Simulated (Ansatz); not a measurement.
# OF (Oxygen monofluoride): UBLYP/STO-3G

What is the vertical doublet–quartet gap of OF (Oxygen monofluoride) at UBLYP/STO-3G? 

The results are computed with Ansatz 0.2.0.

48 further runs of the same task are left out: 7 that didn't finish, 41 set aside as unsound or not needed.

### 1 The system as given

The species is OF (2 atoms), meant as a doublet with charge 0. SMILES: `[O]F`. Geometry: relaxed at PBE0-D4/def2-TZVP.

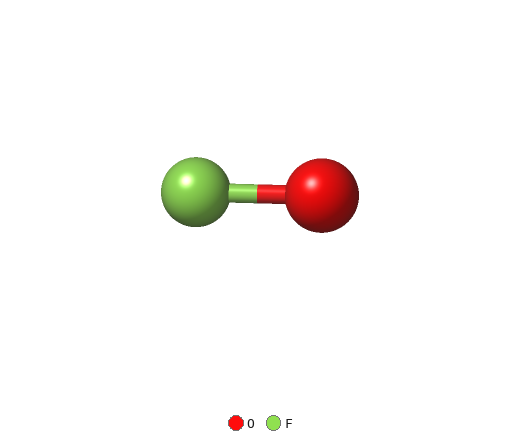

Viewed from a chosen angle; oxygen red, fluorine green.

### 2 The energy at UBLYP/STO-3G

Contents of run.yaml:

```yaml
basis:
  gaussian:
    orbitals: STO-3G
crystal:
  periodic: [false, false, false]
  atoms:
    - {symbol: O, position_ang: [0.000000, 0.000000, -0.015950]}
    - {symbol: F, position_ang: [-0.000000, -0.000000, 1.314400]}
accuracy: high
magnetization:
  spin_polarized: true
  initial_magnetization: 1
hamiltonian:
  xc: {name: BLYP}
```

The run is started by

```bash
ansatz run run.yaml --threads 1 --pin off --max-ram 3480MiB --events-out events.jsonl --progress --plain --runs-dir runs
```

Log:

```text
Warning: RAYON_NUM_THREADS=1 ignored (pool sized by the plan → 1); use --threads N
Functional definition: BLYP
  name "BLYP"
  parameter beta = 0.0042
  parameter a = 0.04918
  parameter b = 0.132
  parameter c = 0.2533
  parameter d = 0.349
  exchange = b88_x(beta = beta)
  correlation = lyp_c(a = a, b = b, c = c, d = d)
149 factors; integrals over basis functions are off by at most 3.2e-8 eV
mean field evaluation 1: about -4689.2703 eV, gradient 1.8e1 eV
mean field evaluation 2: about -4684.4419 eV, gradient 2.9e1 eV
mean field evaluation 4: about -4691.3557 eV, gradient 3.2e-1 eV
mean field evaluation 8: about -4691.3234 eV, gradient 3.1e-3 eV
mean field evaluation 16: about -4691.3156 eV, gradient 1.2e0 eV
mean field -4691.32344395 eV, -172.4029566719 hartree, gradient 2.1e-8 eV, S^2 0.750349; 1 other end points of the search recorded, 0 dependent functions left out
reference -4691.32345893 eV, -172.4029572224 hartree; 9, 8 occupied and 1, 2 virtual orbitals, 149 factors
Total energy: -4691.32345893 eV, -172.4029572224 hartree
```

It took 0.42 s on 1 thread of Intel Xeon 6975P-C (Granite Rapids), shared host.

### 3 The quartet at the same level

Contents of run.yaml:

```yaml
crystal:
  periodic: [false, false, false]
  atoms:
    - {symbol: O, position_ang: [0.000000, 0.000000, -0.015950]}
    - {symbol: F, position_ang: [-0.000000, -0.000000, 1.314400]}
basis:
  gaussian: {orbitals: STO-3G}
magnetization: {spin_polarized: true, initial_magnetization: 3}
hamiltonian: {xc: {name: BLYP}}
accuracy: high
```

The run is started by

```bash
ansatz run run.yaml --threads 1 --pin off --max-ram 3480MiB --events-out events.jsonl --progress --plain --runs-dir runs
```

Log, cut to the lines that bear on the results:

```text
Warning: RAYON_NUM_THREADS=1 ignored (pool sized by the plan → 1); use --threads N
[... 9 set-up lines as earlier in the session ...]
149 factors; integrals over basis functions are off by at most 3.2e-8 eV
mean field evaluation 1: about -4683.8636 eV, gradient 1.9e1 eV
mean field evaluation 2: about -4677.6923 eV, gradient 2.5e1 eV
mean field evaluation 4: about -4683.9003 eV, gradient 1.9e1 eV
mean field evaluation 8: about -4686.2699 eV, gradient 4.0e-2 eV
mean field evaluation 16: about -4686.2700 eV, gradient 7.8e-9 eV
mean field -4686.26996397 eV, -172.2172447080 hartree, gradient 8.0e-9 eV, S^2 3.750000; 0 other end points of the search recorded, 0 dependent functions left out
reference -4686.26997905 eV, -172.2172452622 hartree; 10, 7 occupied and 0, 3 virtual orbitals, 149 factors
Total energy: -4686.26997905 eV, -172.2172452622 hartree
```

Run time: 0.32 s. Hardware: 1 thread of Intel Xeon 6975P-C (Granite Rapids), shared host.

### 4 Results

At UBLYP/STO-3G:

| quantity | value |
| --- | --- |
| doublet: total energy | -172.40296 Eh |
| doublet: ⟨S²⟩ | 0.750 |
| quartet: total energy | -172.21725 Eh |
| quartet: ⟨S²⟩ | 3.750 |
| vertical energy of the quartet above the doublet | 5.053 eV |

In words: At this shape the quartet lies 5.05 eV (117 kcal/mol) above the doublet. In a minimal basis such a difference can be off by several eV, whatever the method.
